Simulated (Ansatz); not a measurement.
# The perfect Pt wire along [110], 9 atoms a period

Wanted: the relaxed geometry and the bands of the Pt wire along [110], 9 atoms a period.

Program: Ansatz 0.2.0. Level of theory: DFT PBE, plane waves, PAW; relaxation of a wire's period; PAW set soft_1, in the first sound run; inputs show where later runs differ. Results are calculated unless marked as measured.

**1. The structure**

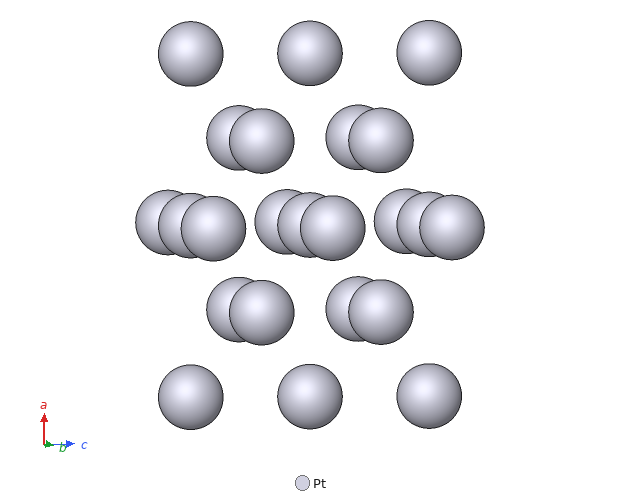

The starting structure, seen from the side, with the c axis across the page (platinum light grey). 1×1×2 cells are drawn. Some periodic images of atoms are drawn too.

The cell holds 9 atoms: 9 Pt. Its edges and angles: a = 14.740 Å, b = 12.414 Å, c = 2.807 Å, α = 90.0°, β = 90.0°, γ = 90.0°. Vacuum lies along a and b. The structure's axis is c.

**2. The relaxed wire**

Band widths follow the bond lengths, so the wire is relaxed first. The atoms and the third cell vector are free; the box across stays fixed as vacuum. A Fermi-Dirac smearing is set since the result may be a metal. The pressure printed is a third of the stress's trace over the whole box, vacuum included; only the stress along the axis is relaxed.

The input, input.yaml:

```yaml
crystal:
  lattice:
    - [14.74, 0.0, 0.0]
    - [0.0, 12.414, 0.0]
    - [0.0, 0.0, 2.8072139213]
  atoms:
    - { symbol: Pt, position: [0.230664858, 0.500017232, 0.0] }
    - { symbol: Pt, position: [0.5, 0.72615014, 0.0] }
    - { symbol: Pt, position: [0.5, 0.500017232, 0.0] }
    - { symbol: Pt, position: [0.769335142, 0.500017232, 0.0] }
    - { symbol: Pt, position: [0.365332429, 0.386950778, 0.5] }
    - { symbol: Pt, position: [0.365332429, 0.613083686, 0.5] }
    - { symbol: Pt, position: [0.634667571, 0.386950778, 0.5] }
    - { symbol: Pt, position: [0.634667571, 0.613083686, 0.5] }
    - { symbol: Pt, position: [0.5, 0.273884324, 0.0] }
kpoints:
  mp_grid: { grid: [1, 1, 29] }
scf:
  occupations: { method: fermi_dirac, width: 0.05 }
hamiltonian:
  xc: pbe
  pseudopotentials: { kind: paw, azcp: { folder: soft_1 } }
relax:
  cell: { fix: [a, b, alpha, beta, gamma] }
  max_steps: 45
  f_tol: 0.03
```

Run with:

```
$ ansatz run input.yaml --threads 4 --pin off --max-ram 16384MiB --backend cpu --events-out ev --progress --plain --runs-dir out
```

Numbers of over 12 decimals in the logs are rounded to 6 here.

The program printed:

```text
Engine: ansatz 0.2.0, aarch64-unknown-linux-gnu
Pseudopotentials: kind: paw
Pseudopotential: Pt, paw, valence charge 18, recommended cutoff 420 eV (normal), soft_1/Pt.paw.azcp
Functional definition: PBE
  parameter kappa = 0.804
  parameter beta = 0.066725
  exchange = pbe_x(kappa = kappa, mu = beta*pi^2/3)
  correlation = pbe_c(beta = beta)
Crystal: 9 atoms, lattice volume = 513.671 Å³
Basis set: ecut = 420 eV, 10053 PW (Γ), exchange–correlation on 200×180×40 points (8 copies of the dense FFT grid, shifted against one another)
Bands: 98, of which v1, the nominal top of the filled ones, is band 81 counted from 1 (80 counted from 0)
Symmetry: 8 space group operations
Space group: Pmmm (ITA 47), of the structure as read, at distance tolerance 8.0e-5 Å
k-points: 15 of 29
Non-local potential: Pt, projectors of the file, l = 0: 3, l = 1: 2, l = 2: 2, l = 3: 1
PAW form: soft (Blöchl's): semilocal exchange-correlation on the pseudo side does not see the compensation charge
PAW one-centre angular grid: Pt, 590 points (default); XC on 64 Gauss nodes
Initial density: superposition of atomic densities (neutral atoms: chi_scale 0, normalization atom)
Initial wavefunctions: pseudopotential atomic-orbital guess
Functional: x = pbe(κ = 0.804, μ = 0.219515), c = pbe(β = 0.066725)
SCF iter   1: F=—  HF=-112716.423332 eV  |F-HF|=—  |Δ(HF+E_count)|=         —  Δρ=4.24e-2  dr2=9.48e0  ethr=3.10e-3  ⟨swp⟩=6.7  Hψ=5534  notcnv=0  defer=30
preconditioner: auto → LDOS  [metal: Δε(μ)=0.010 eV  Ē_g=5.967 eV  σ=0.050 eV  W_gap=0.05  n_scr=76 (ndim 8)  ℏωp=15.5 eV  f_vac=0.614  D(μ)=23.11/eV (n_scr^D=212)  β→1.0]
SCF iter   2: F=—  HF=-112715.625343 eV  |F-HF|=—  |Δ(HF+E_count)|=   7.98e-1  Δρ=3.14e-2  dr2=1.03e1  ethr=3.10e-3  ⟨swp⟩=3.0  Hψ=3794  notcnv=0  defer=101
SCF iter   3: F=—  HF=-112713.834122 eV  |F-HF|=—  |Δ(HF+E_count)|=    1.79e0  Δρ=8.79e-3  dr2=7.86e-1  ethr=3.10e-3  ⟨swp⟩=2.5  Hψ=2813  notcnv=0  defer=107
SCF iter   4: F=—  HF=-112713.815132 eV  |F-HF|=—  |Δ(HF+E_count)|=   1.90e-2  Δρ=4.25e-3  dr2=4.81e-1  ethr=4.85e-4  ⟨swp⟩=2.1  Hψ=2443  notcnv=0  defer=106
SCF iter   5: F=—  HF=-112713.774721 eV  |F-HF|=—  |Δ(HF+E_count)|=   4.04e-2  Δρ=2.90e-3  dr2=1.14e-1  ethr=2.97e-4  ⟨swp⟩=2.0  Hψ=2171  notcnv=0  defer=106
SCF iter   6: F=—  HF=-112713.769957 eV  |F-HF|=—  |Δ(HF+E_count)|=   4.76e-3  Δρ=1.38e-3  dr2=1.79e-2  ethr=7.04e-5  ⟨swp⟩=1.8  Hψ=1432  notcnv=0  defer=106
SCF iter   7: F=—  HF=-112713.769920 eV  |F-HF|=—  |Δ(HF+E_count)|=   3.70e-5  Δρ=7.48e-4  dr2=6.18e-3  ethr=1.11e-5  ⟨swp⟩=2.0  Hψ=1800  notcnv=0  defer=106
SCF iter   8: F=—  HF=-112713.769958 eV  |F-HF|=—  |Δ(HF+E_count)|=   3.74e-5  Δρ=4.37e-4  dr2=1.92e-3  ethr=3.82e-6  ⟨swp⟩=2.0  Hψ=1600  notcnv=0  defer=106
SCF iter   9: F=—  HF=-112713.769800 eV  |F-HF|=—  |Δ(HF+E_count)|=   1.58e-4  Δρ=1.64e-4  dr2=2.58e-4  ethr=1.19e-6  ⟨swp⟩=1.9  Hψ=1535  notcnv=0  defer=106
SCF iter  10: F=—  HF=-112713.769808 eV  |F-HF|=—  |Δ(HF+E_count)|=   8.68e-6  Δρ=7.04e-5  dr2=4.90e-5  ethr=1.60e-7  ⟨swp⟩=1.9  Hψ=1794  notcnv=0  defer=106
SCF iter  11: F=—  HF=-112713.769588 eV  |F-HF|=—  |Δ(HF+E_count)|=   2.21e-4  Δρ=2.36e-5  dr2=3.68e-6  ethr=3.02e-8  ⟨swp⟩=1.9  Hψ=1747  notcnv=0  defer=106
SCF iter  12: F=—  HF=-112713.769588 eV  |F-HF|=—  |Δ(HF+E_count)|=   7.54e-8  Δρ=8.28e-6  dr2=9.24e-7  ethr=2.27e-9  ⟨swp⟩=2.0  Hψ=2062  notcnv=0  defer=106
SCF iter  13: F=—  HF=-112713.769588 eV  |F-HF|=—  |Δ(HF+E_count)|=   1.42e-7  Δρ=4.49e-6  dr2=1.88e-7  ethr=5.70e-10  ⟨swp⟩=2.0  Hψ=1982  notcnv=0  defer=106
SCF iter  14: F=-112713.769588 eV  HF=-112713.769588 eV  |F-HF|=4.89e-9  |Δ(HF+E_count)|=   3.55e-9  Δρ=1.01e-6  dr2=9.93e-9  ethr=6.17e-11  ⟨swp⟩=5.0  Hψ=5137  notcnv=0
SCF 1 converged in 14 iterations: F = -112713.769588 eV  dr2 = 9.93e-9
  greatest PAW one-centre occupation: 1.000 electrons in one spin orbital (limit 2), on the Pt atom at site 2 (counted from 0), in its partial waves of l = 0
relax step   1: F+E_penalty+E_count = -112713.76958781 eV  Δ(F+E_penalty+E_count) = +0.000e0 eV  max|allowed force component| = 1.497e0 eV/Å  Δτ_max = 0.0000 Å  P = -3.978 GPa  Ω = 513.671 Å³  fix = [a, b, alpha, beta, gamma]  reactions: a -3.856, b -1.468 GPa  (14 SCF iters, dr2 threshold 1.00e-7 eV, accepted)
Crystal: 9 atoms, lattice volume = 492.454 Å³
Basis set: ecut = 420 eV, 9693 PW (Γ), exchange–correlation on 200×180×40 points (8 copies of the dense FFT grid, shifted against one another)
Initial density: handed on by an earlier stage of this run
Initial wavefunctions: those handed on with the density
iter 1 solved again at ethr=1.14e-3 eV; its pass at ethr=3.10e-3 eV (dr2=1.84e0 eV) is discarded
SCF iter   1: F=—  HF=-112714.912869 eV  |F-HF|=—  |Δ(HF+E_count)|=         —  Δρ=1.52e-2  dr2=1.84e0  ethr=1.14e-3  ⟨swp⟩=2.5  Hψ=6878  notcnv=0
preconditioner: auto → LDOS  [metal: Δε(μ)=0.008 eV  Ē_g=6.631 eV  σ=0.050 eV  W_gap=0.04  n_scr=74 (ndim 8)  ℏωp=15.9 eV  f_vac=0.626  D(μ)=19.70/eV (n_scr^D=164)  β→1.0]
SCF iter   2: F=—  HF=-112714.812661 eV  |F-HF|=—  |Δ(HF+E_count)|=   1.00e-1  Δρ=7.47e-3  dr2=3.74e-1  ethr=1.13e-3  ⟨swp⟩=2.3  Hψ=2212  notcnv=0
SCF iter   3: F=—  HF=-112714.772849 eV  |F-HF|=—  |Δ(HF+E_count)|=   3.98e-2  Δρ=4.38e-3  dr2=1.65e-1  ethr=2.31e-4  ⟨swp⟩=2.2  Hψ=2401  notcnv=0  defer=68
SCF iter   4: F=—  HF=-112714.757039 eV  |F-HF|=—  |Δ(HF+E_count)|=   1.58e-2  Δρ=2.09e-3  dr2=4.73e-2  ethr=1.02e-4  ⟨swp⟩=2.0  Hψ=1819  notcnv=0  defer=112
SCF iter   5: F=—  HF=-112714.753124 eV  |F-HF|=—  |Δ(HF+E_count)|=   3.91e-3  Δρ=5.75e-4  dr2=3.53e-3  ethr=2.92e-5  ⟨swp⟩=1.5  Hψ=1411  notcnv=0  defer=112
SCF iter   6: F=—  HF=-112714.753170 eV  |F-HF|=—  |Δ(HF+E_count)|=   4.54e-5  Δρ=1.18e-4  dr2=1.26e-4  ethr=2.18e-6  ⟨swp⟩=2.0  Hψ=2051  notcnv=0  defer=112
SCF iter   7: F=—  HF=-112714.752934 eV  |F-HF|=—  |Δ(HF+E_count)|=   2.36e-4  Δρ=4.55e-5  dr2=1.58e-5  ethr=7.78e-8  ⟨swp⟩=2.1  Hψ=2009  notcnv=0  defer=112
SCF iter   8: F=—  HF=-112714.752940 eV  |F-HF|=—  |Δ(HF+E_count)|=   5.65e-6  Δρ=2.66e-5  dr2=6.70e-6  ethr=9.77e-9  ⟨swp⟩=2.1  Hψ=2084  notcnv=0  defer=112
SCF iter   9: F=—  HF=-112714.752940 eV  |F-HF|=—  |Δ(HF+E_count)|=   4.02e-7  Δρ=1.56e-5  dr2=2.90e-6  ethr=4.14e-9  ⟨swp⟩=2.1  Hψ=1793  notcnv=0  defer=112
SCF iter  10: F=—  HF=-112714.752940 eV  |F-HF|=—  |Δ(HF+E_count)|=   4.02e-9  Δρ=9.01e-6  dr2=1.00e-6  ethr=1.79e-9  ⟨swp⟩=1.7  Hψ=1511  notcnv=0  defer=112
SCF iter  11: F=-112714.752940 eV  HF=-112714.752940 eV  |F-HF|=1.17e-7  |Δ(HF+E_count)|=   3.64e-8  Δρ=3.96e-6  dr2=1.75e-7  ethr=5.56e-10  ⟨swp⟩=4.3  Hψ=4418  notcnv=0
[...]
relax step   8: F+E_penalty+E_count = -112715.04609793 eV  Δ(F+E_penalty+E_count) = -7.629e-3 eV  max|allowed force component| = 5.943e-2 eV/Å  Δτ_max = 0.0528 Å  P = -0.001 GPa  Ω = 486.424 Å³  energy of the carried Pulay correction = +3.378e-3 eV  fix = [a, b, alpha, beta, gamma]  reactions: a -0.071, b +0.108 GPa  (10 SCF iters, dr2 threshold 8.51e-8 eV, accepted)
relax step   9: F+E_penalty+E_count = -112715.06339337 eV  Δ(F+E_penalty+E_count) = -1.730e-2 eV  max|allowed force component| = 7.813e-2 eV/Å  Δτ_max = 0.1130 Å  P = +0.012 GPa  Ω = 485.776 Å³  energy of the carried Pulay correction = +3.460e-3 eV  fix = [a, b, alpha, beta, gamma]  reactions: a -0.132, b +0.120 GPa  (10 SCF iters, dr2 threshold 2.21e-7 eV, accepted)
relax step  10: F+E_penalty+E_count = -112715.06989717 eV  Δ(F+E_penalty+E_count) = -6.504e-3 eV  max|allowed force component| = 1.309e-1 eV/Å  Δτ_max = 0.1612 Å  P = +0.063 GPa  Ω = 485.376 Å³  energy of the carried Pulay correction = +3.511e-3 eV  fix = [a, b, alpha, beta, gamma]  reactions: a +0.029, b +0.089 GPa  (10 SCF iters, dr2 threshold 3.81e-7 eV, accepted)
relax step  11: F+E_penalty+E_count = -112715.08241241 eV  Δ(F+E_penalty+E_count) = -1.252e-2 eV  max|allowed force component| = 7.676e-3 eV/Å  Δτ_max = 0.0494 Å  P = -0.054 GPa  Ω = 485.588 Å³  energy of the carried Pulay correction = +3.484e-3 eV  fix = [a, b, alpha, beta, gamma]  reactions: a -0.042, b -0.040 GPa  (8 SCF iters, dr2 threshold 9.00e-7 eV, accepted)
relax step  12: F+E_penalty+E_count = -112715.08301813 eV  Δ(F+E_penalty+E_count) = -6.057e-4 eV  max|allowed force component| = 6.490e-3 eV/Å  Δτ_max = 0.0297 Å  P = -0.019 GPa  Ω = 485.176 Å³  energy of the carried Pulay correction = +3.537e-3 eV  fix = [a, b, alpha, beta, gamma]  reactions: a -0.027, b -0.038 GPa  (10 SCF iters, dr2 threshold 1.60e-8 eV, accepted)
Basis set: ecut = 420 eV, 9533 PW (Γ), exchange–correlation on 200×180×36 points (8 copies of the dense FFT grid, shifted against one another)
Initial wavefunctions: pseudopotential atomic-orbital guess (no wavefunctions were taken with the density)
iter 1 solved again at ethr=2.34e-6 eV; its pass at ethr=3.10e-3 eV (dr2=3.80e-3 eV) is discarded
SCF iter   1: F=—  HF=-112715.077335 eV  |F-HF|=—  |Δ(HF+E_count)|=         —  Δρ=1.29e-4  dr2=1.38e-5  ethr=2.34e-6  ⟨swp⟩=4.2  Hψ=10449  notcnv=0
eigensolver tolerance schedule: the retry pair's looser diagonalisation over-reported the residual by 274.83 of it (diagonalisation noise at 0.26 of the residual, at the tolerance the schedule requests for it); recorded, not acted on — ethr = c·dr2/N_el stays at c = 1.0e-1
preconditioner: auto → LDOS  [metal: Δε(μ)=0.020 eV  Ē_g=6.692 eV  σ=0.050 eV  W_gap=0.10  n_scr=74 (ndim 8)  ℏωp=16.0 eV  f_vac=0.617  D(μ)=17.30/eV (n_scr^D=110)  β→1.0]
SCF iter   2: F=—  HF=-112715.077391 eV  |F-HF|=—  |Δ(HF+E_count)|=   5.63e-5  Δρ=3.30e-5  dr2=2.86e-6  ethr=8.50e-9  ⟨swp⟩=2.5  Hψ=2943  notcnv=0
SCF iter   3: F=—  HF=-112715.077390 eV  |F-HF|=—  |Δ(HF+E_count)|=   9.30e-7  Δρ=1.06e-5  dr2=5.41e-7  ethr=1.76e-9  ⟨swp⟩=2.6  Hψ=2942  notcnv=0
SCF iter   4: F=—  HF=-112715.077390 eV  |F-HF|=—  |Δ(HF+E_count)|=   1.11e-7  Δρ=2.53e-6  dr2=6.05e-8  ethr=3.34e-10  ⟨swp⟩=2.8  Hψ=2734  notcnv=0
SCF iter   5: F=—  HF=-112715.077390 eV  |F-HF|=—  |Δ(HF+E_count)|=   8.09e-9  Δρ=7.30e-7  dr2=1.62e-9  ethr=3.73e-11  ⟨swp⟩=2.4  Hψ=2248  notcnv=0
SCF iter   6: F=—  HF=-112715.077390 eV  |F-HF|=—  |Δ(HF+E_count)|=  8.15e-10  Δρ=2.42e-7  dr2=5.61e-10  ethr=1.00e-12  ⟨swp⟩=2.6  Hψ=2727  notcnv=0
SCF iter   7: F=—  HF=-112715.077390 eV  |F-HF|=—  |Δ(HF+E_count)|=  1.16e-10  Δρ=8.59e-8  dr2=1.45e-10  ethr=1.00e-12  ⟨swp⟩=1.0  Hψ=1470  notcnv=0
SCF iter   8: F=-112715.077390 eV  HF=-112715.077390 eV  |F-HF|=5.82e-11  |Δ(HF+E_count)|=  1.46e-11  Δρ=4.64e-8  dr2=2.01e-11  ethr=1.00e-12  ⟨swp⟩=4.5  Hψ=4586  notcnv=0
SCF 13 converged in 8 iterations: F = -112715.077390 eV  dr2 = 2.01e-11
relax step  13: F+E_penalty+E_count = -112715.07739017 eV  Δ(F+E_penalty+E_count) = +5.628e-3 eV  max|allowed force component| = 5.686e-3 eV/Å  Δτ_max = 0.0000 Å  P = -0.008 GPa  Ω = 485.176 Å³  fix = [a, b, alpha, beta, gamma]  reactions: a -0.020, b -0.032 GPa  stress off target by 2.82e-2 GPa on what of the cell is left free  SCF on the basis re-selected at this cell (its energy is not comparable with the rows above)  (8 SCF iters)
basis re-selected at this cell: Δ(F+E_penalty+E_count) = +5.628e-3 eV, ΔP = +0.011 GPa vs the last step (what re-selecting the basis moved, of the pressure what is left beyond the Pulay correction that the steps carried, after the strain that the cell walked since its last selection, with what the two solves' SCF thresholds leave and, on support functions, any second-order correction that the steps lacked; it is no measure of the basis error at this ecutwfc). The dense FFT grid was sized anew with the basis: this SCF ran on 100×90×18 points, the steps before it on 100×90×20, so part of this shift can come from that change (see relax.cell in the input reference). [rest of the remark cut]
SCF converged after 8 iterations
Free energy (F): -112715.077390 eV
Harris-Foulkes:  -112715.077390 eV  (|F-HF|=5.82e-11)
Internal energy: -112714.931500 eV  (E = F + TS)
E sigma→0 (E₀):  -112715.004445 eV
Entropy (-TS):   -0.145890 eV (-16.210 meV/atom)
Fermi energy:    2.525533 eV
--- Per-component energies (eV) ---
  E_band       = -4441.278114
  E_kinetic    = 5366.978775
  E_local      = -104203.918473  (includes V_loc(G=0)·N_el)
  E_nonlocal   = 1837.794874
  E_hartree    = 48925.142107
  E_xc         = -2081.204558
  E_vxc        = -2428.291708  (∫ρ·V_xc dr)
  E_paw        = -85357.504781  (= ΣΔE_a)
  E_vpaw       = -2864.135526  (= ΣTr[D̂ρ^β])
  E_aug_tail   = 0.009818  (compensation charges beyond the density's cutoff)
  E_ewald      = 22797.770737
  E_smearing   = -0.145890  (= −TS)
  E_closure    = 0.000000  (closes the sum)
  Σ components = -112715.077390   (vs F -112715.077390, Δ=0.00e0)
--- Forces (eV/Å), atoms counted from 1 ---
  atom   1  Pt     0.00568630    -0.00000000    -0.00000000
  atom   2  Pt    -0.00000000    -0.00139671     0.00000000
  atom   3  Pt     0.00000000     0.00000000     0.00000000
  atom   4  Pt    -0.00568630     0.00000000     0.00000000
  atom   5  Pt     0.00223057    -0.00038294    -0.00000000
  atom   6  Pt     0.00223057     0.00038294    -0.00000000
  atom   7  Pt    -0.00223057    -0.00038294     0.00000000
  atom   8  Pt    -0.00223057     0.00038294     0.00000000
  atom   9  Pt     0.00000000     0.00139671    -0.00000000
  max |Σ_I F_I| component: 1.78e-18 eV/Å
--- Stress (GPa, compression-positive) ---
       -0.019860      -0.000000       0.000000
       -0.000000      -0.031873      -0.000000
        0.000000      -0.000000       0.028180
  P = ⅓ Tr σ = -0.0079 GPa (-0.079 kbar)
--- Relaxed structure (12 steps of the walk, 12 accepted, 1 SCFs on fresh bases) ---
  F+E_penalty+E_count = -112715.07739017 eV   max|allowed force component| = 5.686e-3 eV/Å   (the final SCF, on the basis selected at the relaxed cell)
  cell:  # Å, volume = 485.1760 Å³
    - [14.74, 0, 0]
    - [0, 12.414, 0]
    - [0, 0, 2.651490]
  atoms:
    - { symbol: Pt, position: [0.271752, 0.500017232, 0] }
    - { symbol: Pt, position: [0.5, 0.753121, 6.620738910714029e-18] }
    - { symbol: Pt, position: [0.5, 0.500017232, 0] }
    - { symbol: Pt, position: [0.728248, 0.500017232, 0] }
    - { symbol: Pt, position: [0.376727, 0.361654, 0.500000] }
    - { symbol: Pt, position: [0.376727, 0.638380, 0.500000] }
    - { symbol: Pt, position: [0.623273, 0.361654, 0.500000] }
    - { symbol: Pt, position: [0.623273, 0.638380, 0.500000] }
    - { symbol: Pt, position: [0.5, 0.246914, -6.620738910714029e-18] }
```

Elapsed: 3 min, on 4 threads of Arm Neoverse V1, shared host; peak memory 1.5 GiB; 12 min of CPU time.

[end of part 1 of 2]

[Logs are printed without paths, hosts, clocks, repeated set-up lines and the standing remarks that a program may print on its own settings, such as how far it seeks lower states.]

[Hosts, paths, dates, database ids (printed as entryN), source tags and the programs' standing remarks are cut or masked in the printed files.]
